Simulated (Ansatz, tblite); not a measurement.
**SnHF3: charged states by level of theory**

Aim: the energy of removing an electron for SnHF3, by energy differences, and how well orbital energies stand in for it.

Method: as each input shows; program: Ansatz 0.2.0, Gaussian basis.

Plan: charge +1 doublet, at the geometry of the singlet (PBE0-D4/def2-TZVP, PBE-D4/def2-TZVP, r2SCAN-D4/def2-TZVP, CCSD(T)/def2-TZVPP); the starting singlet's energies come from earlier runs.

3 further runs of the same task are left out: 3 set aside as unsound or not needed. Runs told in other sessions of the task aren't counted.

## Step 1: The structure

The singlet was relaxed beforehand with PBE0-D4/def2-TZVP.

5 atoms, charge 0, spin multiplicity 1.

Atoms are counted from 1 here; the program's logs count them from 0.

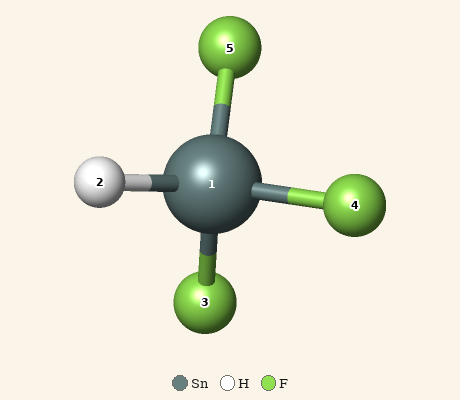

The geometry (tin teal, hydrogen white, fluorine green); atoms are numbered from 1 in the order of the file.

Sn takes a core potential in the def2 sets. No spin-orbit coupling is included.

## Step 2: Charge +1 doublet at the fixed geometry, first pass, PBE0-D4/def2-SVP

Contents of in.yaml:

```yaml
crystal:
  periodic: [false, false, false]
  atoms:
    - {symbol: Sn, position_ang: [0.000737, -0.001182, 0.118699]}
    - {symbol: H, position_ang: [0.011285, -0.017930, 1.800288]}
    - {symbol: F, position_ang: [1.728206, 0.010658, -0.650523]}
    - {symbol: F, position_ang: [-0.873919, 1.504395, -0.619072]}
    - {symbol: F, position_ang: [-0.866300, -1.495941, -0.649382]}
basis:
  gaussian: {orbitals: def2-SVP}
total_charge: 1
magnetization: {spin_polarized: true, initial_magnetization: 1}
hamiltonian: {xc: pbe0, dispersion: d4}
output: {orbitals: {seedname: orbitals}}
```

Launch:

```console
ansatz run in.yaml --threads 4 --pin off --events-out ev --progress --plain --max-ram 3916MiB
```

Standard output:

```text
Functional definition: PBE0
  name "PBE0"
  cite "Adamo & Barone, J. Chem. Phys. 110, 6158 (1999) doi:10.1063/1.478522"
  cite "Perdew, Burke & Ernzerhof, Phys. Rev. Lett. 77, 3865 (1996) doi:10.1103/PhysRevLett.77.3865"
  parent pbe
  parameter a = 0.25
  parameter kappa = 0.804
  parameter beta = 0.06672455060314922
  exchange = (1 - a)*pbe_x(kappa = kappa, mu = beta*pi^2/3) + a*exact_x
  correlation = pbe_c(beta = beta)
771 factors; integrals over basis functions are off by at most 4.5e-4 eV
mean field evaluation 1: about -13953.3198 eV, gradient 7.0e1 eV
mean field evaluation 2: about -13850.8198 eV, gradient 1.8e2 eV
mean field evaluation 4: about -13972.0131 eV, gradient 8.1e0 eV
mean field evaluation 8: about -13972.3679 eV, gradient 5.5e-1 eV
mean field evaluation 16: about -13972.4375 eV, gradient 5.3e-3 eV
mean field evaluation 32: about -13972.4375 eV, gradient 1.8e-5 eV
mean field -13972.43750654 eV, -513.4776075071 hartree, gradient 1.8e-5 eV, S^2 0.766967; 6 other end points of the search recorded, 0 dependent functions left out
reference -13972.43753351 eV, -513.4776084983 hartree; 25, 24 occupied and 48, 49 virtual orbitals, 771 factors
Total energy: -13972.49372252 eV, -513.4796734062 hartree
```

Wall time 3.2 s (4 threads of Arm Neoverse V1, shared host).

HOMO -17.85 eV, LUMO -15.75 eV (over both spins); ⟨S²⟩ 0.767 (pure: 0.75).

## Step 3: Charge +1 doublet at the fixed geometry, PBE0-D4/def2-TZVP

start.molden holds the orbitals of an earlier run on this state, given as this run's starting guess.

Changes to in.yaml since step 2:

```diff
@@ -9,3 +9,3 @@
 basis:
-  gaussian: {orbitals: def2-SVP}
+  gaussian: {orbitals: def2-TZVP, initial_orbitals: start.molden}
 total_charge: 1
@@ -13,2 +13,3 @@
 hamiltonian: {xc: pbe0, dispersion: d4}
+scf: {omitted_lower_state_checks: [starts]}
 output: {orbitals: {seedname: orbitals}}
```

Launched as before.

Standard output:

```text
Functional definition: PBE0
  name "PBE0"
  cite "Adamo & Barone, J. Chem. Phys. 110, 6158 (1999) doi:10.1063/1.478522"
  cite "Perdew, Burke & Ernzerhof, Phys. Rev. Lett. 77, 3865 (1996) doi:10.1103/PhysRevLett.77.3865"
  parent pbe
  parameter a = 0.25
  parameter kappa = 0.804
  parameter beta = 0.06672455060314922
  exchange = (1 - a)*pbe_x(kappa = kappa, mu = beta*pi^2/3) + a*exact_x
  correlation = pbe_c(beta = beta)
these checks for a lower state are left out or cut short: starts
973 factors; their error is unknown
mean field evaluation 1: about -13978.8090 eV, gradient 1.4e2 eV
mean field evaluation 2: about -13983.1452 eV, gradient 5.3e0 eV
mean field evaluation 4: about -13983.3858 eV, gradient 2.2e-1 eV
mean field evaluation 8: about -13983.3862 eV, gradient 1.9e-5 eV
mean field -13983.38622666 eV, -513.8799655501 hartree, gradient 1.9e-5 eV, S^2 0.767974; 0 other end points of the search recorded, 0 dependent functions left out
reference -13983.38624835 eV, -513.8799663473 hartree; 25, 24 occupied and 124, 125 virtual orbitals, 973 factors
Total energy: -13983.44243736 eV, -513.8820312552 hartree
Checks for a lower state left out: starts
```

Run time: 2.9 s. Hardware: 4 threads of Arm Neoverse V1, shared host.

From the report: HOMO -17.94 eV, LUMO -15.75 eV (over both spins); ⟨S²⟩ 0.768 (pure: 0.75).

## Step 4: Charge +1 doublet at the fixed geometry, PBE-D4/def2-TZVP

Changes to in.yaml since step 3:

```diff
@@ -12,3 +12,3 @@
 magnetization: {spin_polarized: true, initial_magnetization: 1}
-hamiltonian: {xc: pbe0, dispersion: d4}
+hamiltonian: {xc: pbe, dispersion: d4}
 scf: {omitted_lower_state_checks: [starts]}
```

The command is unchanged.

Standard output:

```text
Functional definition: PBE
  name "PBE"
  cite "Perdew, Burke & Ernzerhof, Phys. Rev. Lett. 77, 3865 (1996) doi:10.1103/PhysRevLett.77.3865"
  parent pbe
  parameter kappa = 0.804
  parameter beta = 0.06672455060314922
  exchange = pbe_x(kappa = kappa, mu = beta*pi^2/3)
  correlation = pbe_c(beta = beta)
these checks for a lower state are left out or cut short: starts
900 factors; their error is unknown
mean field evaluation 1: about -13983.9056 eV, gradient 7.2e0 eV
mean field evaluation 2: about -13984.0872 eV, gradient 2.7e-1 eV
mean field evaluation 4: about -13984.0848 eV, gradient 1.6e-1 eV
mean field evaluation 8: about -13984.0849 eV, gradient 2.3e-5 eV
mean field -13984.08485222 eV, -513.9056395660 hartree, gradient 9.8e-6 eV, S^2 0.755285; 0 other end points of the search recorded, 0 dependent functions left out
reference -13984.08488529 eV, -513.9056407814 hartree; 25, 24 occupied and 124, 125 virtual orbitals, 900 factors
Total energy: -13984.15206464 eV, -513.9081095767 hartree
Checks for a lower state left out: starts
```

It took 2.4 s on 4 threads of Arm Neoverse V1, shared host.

HOMO -16.39 eV, LUMO -16.05 eV (over both spins); ⟨S²⟩ 0.755 (pure: 0.75).

## Step 5: Charge +1 doublet at the fixed geometry, r2SCAN-D4/def2-TZVP

Changes to in.yaml since step 4:

```diff
@@ -12,3 +12,3 @@
 magnetization: {spin_polarized: true, initial_magnetization: 1}
-hamiltonian: {xc: pbe, dispersion: d4}
+hamiltonian: {xc: r2scan, dispersion: d4}
 scf: {omitted_lower_state_checks: [starts]}
```

Same command.

Standard output:

```text
Functional definition: r2SCAN
  name "r2SCAN"
  cite "Furness, Kaplan, Ning, Perdew & Sun, J. Phys. Chem. Lett. 11, 8208 (2020) doi:10.1021/acs.jpclett.0c02405"
  cite "Furness, Kaplan, Ning, Perdew & Sun, J. Phys. Chem. Lett. 11, 9248 (2020) doi:10.1021/acs.jpclett.0c03077"
  parent r2scan
  parameter k0 = 0.174
  parameter k1 = 0.065
  parameter a1 = 4.9479
  exchange = r2scan_x(k0 = k0, k1 = k1, a1 = a1)
  correlation = r2scan_c
these checks for a lower state are left out or cut short: starts
900 factors; their error is unknown
mean field evaluation 1: about -13990.4017 eV, gradient 4.1e0 eV
mean field evaluation 2: about -13990.4594 eV, gradient 1.2e-1 eV
mean field evaluation 4: about -13990.4534 eV, gradient 3.0e-3 eV
mean field evaluation 8: about -13990.4534 eV, gradient 3.2e-5 eV
mean field -13990.45335808 eV, -514.1396778397 hartree, gradient 1.5e-5 eV, S^2 0.762025; 0 other end points of the search recorded, 0 dependent functions left out
reference -13990.45336716 eV, -514.1396781733 hartree; 25, 24 occupied and 124, 125 virtual orbitals, 900 factors
Total energy: -13990.46819696 eV, -514.1402231585 hartree
Checks for a lower state left out: starts
```

Run time: 4.9 s. Hardware: 4 threads of Arm Neoverse V1, shared host.

HOMO -16.80 eV, LUMO -16.21 eV (over both spins); ⟨S²⟩ 0.762 (pure: 0.75).

## Step 6: Charge +1 doublet at the fixed geometry, CCSD(T)/def2-TZVPP

Changes to in.yaml since step 5:

```diff
@@ -9,7 +9,7 @@
 basis:
-  gaussian: {orbitals: def2-TZVP, initial_orbitals: start.molden}
+  gaussian: {orbitals: def2-TZVPP, initial_orbitals: start.molden}
 total_charge: 1
 magnetization: {spin_polarized: true, initial_magnetization: 1}
-hamiltonian: {xc: r2scan, dispersion: d4}
-scf: {omitted_lower_state_checks: [starts]}
+correlation: {method: ccsd_t}
+scf: {omitted_lower_state_checks: [starts, cluster_reference]}
 output: {orbitals: {seedname: orbitals}}
```

The command is unchanged.

Standard output, shortened:

```text
Functional definition: HF
  name "HF"
  cite "Fock, Z. Phys. 61, 126 (1930) doi:10.1007/BF01340294"
  parent pbe
[...]
1166 factors; integrals over basis functions are off by at most 1.6e-3 eV
[...]
mean field -13931.25892428 eV, -511.9643225207 hartree, gradient 1.8e-6 eV, S^2 0.785818; 0 other end points of the search recorded, 0 dependent functions left out
7 core orbitals not correlated: weight in the atoms' cores, before any rotation towards them, 1.000 or more for the frozen orbitals, at most 0.000 for the correlated occupied ones
reference -13931.25892428 eV, -511.9643225207 hartree; 18, 17 occupied and 132, 133 virtual orbitals, 1166 factors
second order -28.96129513 eV of doubles, -0.00000000 eV of singles
cycle   1  -27.60301370 eV  change     1.4e0 eV  update   1.8e-1
[...]
cycle  16  -28.70822512 eV  change   -6.7e-6 eV  update   7.7e-6
perturbative correction -1.06148565 eV, -0.0390088783 hartree
Total energy: -13961.02863505 eV, -513.0583392131 hartree
Checks for a lower state left out: starts, cluster_reference
```

Run time: 6.8 min. Hardware: 4 threads of Arm Neoverse V1, shared host; peak memory 2.3 GiB.

From the report: Hartree-Fock HOMO -22.23 eV, LUMO -12.76 eV (over both spins); ⟨S²⟩ 0.786 (pure: 0.75); T1 0.038.

## Step 7: Vertical ionisation energy

Charged state less starting state, singlet to doublet; the starting state's energies are those of its earlier runs.

| method | vertical ionisation energy (eV) | from CCSD(T)/def2-TZVPP (eV) | time |
| --- | --- | --- | --- |
| HF/def2-TZVPP | 13.86 | -0.05 |  |
| PBE-D4/def2-TZVP | 12.67 | -1.24 | 3.4 s |
| r2SCAN-D4/def2-TZVP | 12.99 | -0.92 | 7 s |
| PBE0-D4/def2-TZVP | 13.42 | -0.49 | 4.3 s |
| MP2/def2-TZVPP | 14.05 | +0.14 |  |
| CCSD/def2-TZVPP | 14.13 | +0.22 |  |
| CCSD(T)/def2-TZVPP | 13.91 | 0 | 7.5 min |

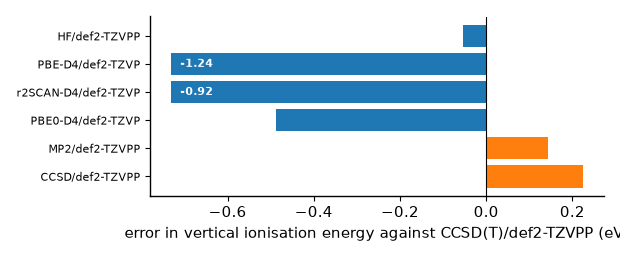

Error of each method against CCSD(T)/def2-TZVPP. Bars with a number in them are cut short.

Times add the two runs; a level without a time comes out of a correlated run.

Beside −ε(HOMO) of the starting state:

| level | −ε(HOMO) (eV) | by difference (eV) | mismatch (eV) |
| --- | --- | --- | --- |
| PBE-D4/def2-TZVP | 9.29 | 12.67 | -3.38 |
| r2SCAN-D4/def2-TZVP | 9.75 | 12.99 | -3.24 |
| PBE0-D4/def2-TZVP | 11.05 | 13.42 | -2.37 |

## Step 8: Summary of results

```
                                            quantity                                 value
vertical ionisation energy, functionals in def2-TZVP  12.67 (PBE-D4) to 13.42 eV (PBE0-D4)
      vertical ionisation energy, CCSD(T)/def2-TZVPP                              13.91 eV
```

What this shows: The vertical ionisation energy spans 12.67 to 13.42 eV over the functionals, beside 13.91 eV from CCSD(T)/def2-TZVPP. −ε(HOMO) misses the level's own difference by -2.37 eV at best (PBE0-D4) and -3.38 eV at worst (PBE-D4). CCSD(T)/def2-TZVPP isn't at the basis-set limit; small misses against it rank nothing.
